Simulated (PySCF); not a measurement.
# C5H12OSi (SMILES CO[C@H]1CCC[SiH2]1): what the fields show

The calculation's input:

```
{"job": {"kind": "uv", "xc": "B3LYP", "basis": "def2-SVPD", "dynamic": true, "nstates": 6, "ntriplets": 0}, "charge": 0, "multiplicity": 1}
C      2.868879    -0.608085     0.099742
O      1.632695    -1.187876     0.385715
C      0.576567    -0.272221     0.504410
C      0.140810     0.399095    -0.810563
C     -1.286290     0.921052    -0.637449
C     -2.173758    -0.217205    -0.103167
Si    -1.033488    -1.117116     1.116584
H      3.626683    -1.404066     0.122936
H      3.144637     0.161126     0.849091
H      2.897467    -0.133127    -0.899450
H      0.847214     0.526125     1.231000
H      0.825645     1.204306    -1.123613
H      0.162961    -0.371263    -1.602555
H     -1.279610     1.754642     0.087601
H     -1.673937     1.339832    -1.580127
H     -3.118694     0.145682     0.327240
H     -2.437651    -0.908194    -0.921448
H     -1.002388    -2.600103     0.944918
H     -1.327798    -0.805992     2.550170
```

Command:

```sh
OMP_NUM_THREADS=1 python probes_run.py task.json out
```

Geometry: PBE0-D3(BJ)/def2-SVP.

The calculation used PySCF 2.14.0, B3LYP/def2-SVPD, SCF density, gas phase.

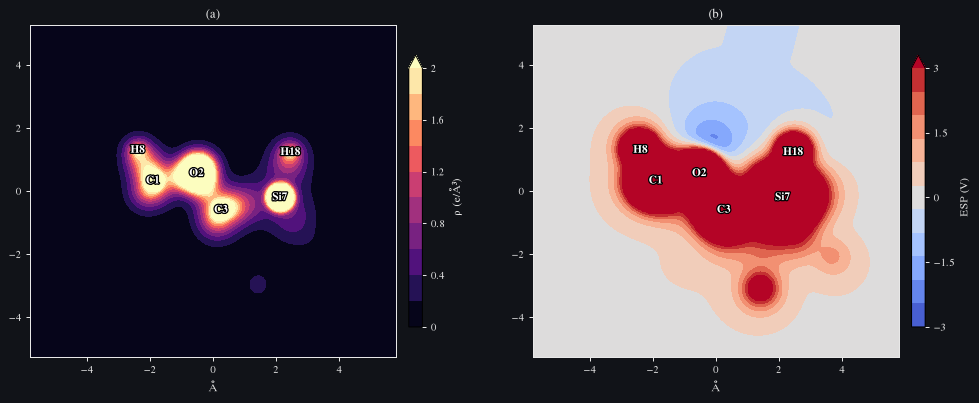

Figure 1. (a) electron density; (b) electrostatic potential on the plane of atoms C1, O2 and C3.

Question: What does the map show?

Answer: The plane passes through C, O, Si and H nuclei. C–O (1.40 Å): ρ at the midpoint is about 2.1 e/Å³, with its minimum of 1.8 e/Å³ about 0.5 Å from C. C–Si (1.92 Å): ρ at the midpoint is about 0.94 e/Å³. C–H (1.10 Å): ρ is about 2 e/Å³ halfway. Si–H (1.49 Å): the density is about 0.76 e/Å³ at the midpoint. Outside the dense part of the molecule the potential is most negative (−2.0 V) near O2.

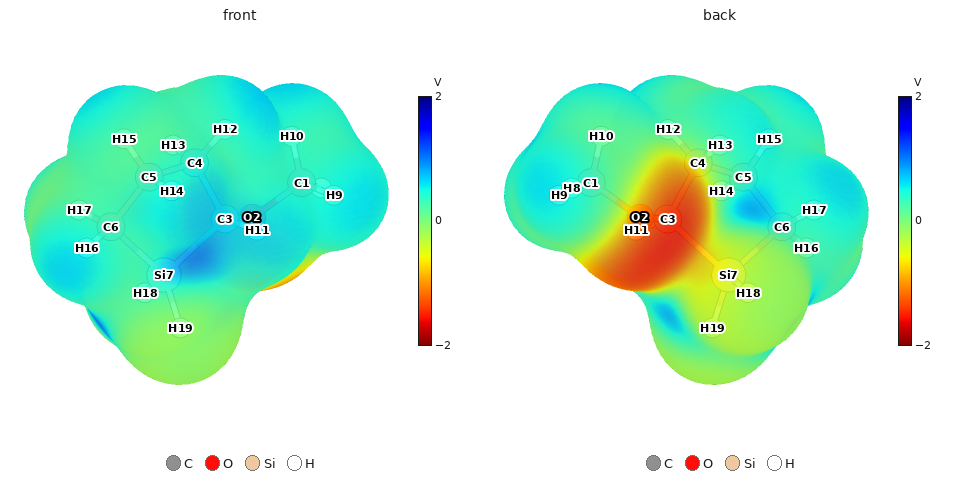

Figure 2. The molecular electrostatic potential painted on the density surface at 0.002 e/bohr³, seen from the front and from behind; the colour scale runs from red (negative) to blue (positive).

Question: Describe the electrostatic potential map.

Answer: The most negative region (about −1.5 V, or −35 kcal/mol for a unit charge) lies over O2, the most positive (about +0.9 V, or +21 kcal/mol for a unit charge) over Si7. O2 is the likeliest acceptor of a hydrogen bond.

Question: How polar is the molecule by this calculation?

Answer: Its dipole moment is 1.67 D.
